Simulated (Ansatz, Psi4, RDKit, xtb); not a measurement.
NH3 (SMILES N) and CH3Cl (SMILES CCl) are pulled apart as rigid monomers along the line of their centres of mass, from the B3LYP-D3(BJ)/def2-TZVP minimum. Starting geometry (charge 0, multiplicity 1):
```xyz
9

N      0.279     0.083     0.008
H      0.439     0.865    -0.617
H      0.139    -0.740    -0.567
H     -0.589     0.260     0.503
C      0.614     0.115     3.370
Cl    -1.154     0.440     3.234
H      1.003     0.016     2.360
H      1.067     0.952     3.891
H      0.740    -0.803     3.937
```

Interaction energies with rigid monomers; basis-set methods are counterpoise corrected unless marked otherwise.

Correlated levels freeze the cores.

Programs: Ansatz (a quantum-chemistry and plane-wave program); Psi4 for SAPT; RDKit for the force fields; xtb for the GFN methods. 

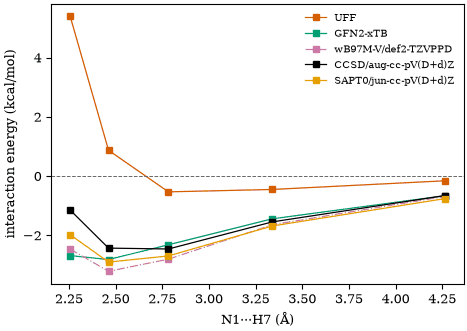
*Interaction energy against separation*

Task: Which level binds most strongly at N1···H7 = 2.46, and by how much?

Result: wB97M-V/def2-TZVPPD, -3.2 kcal/mol.
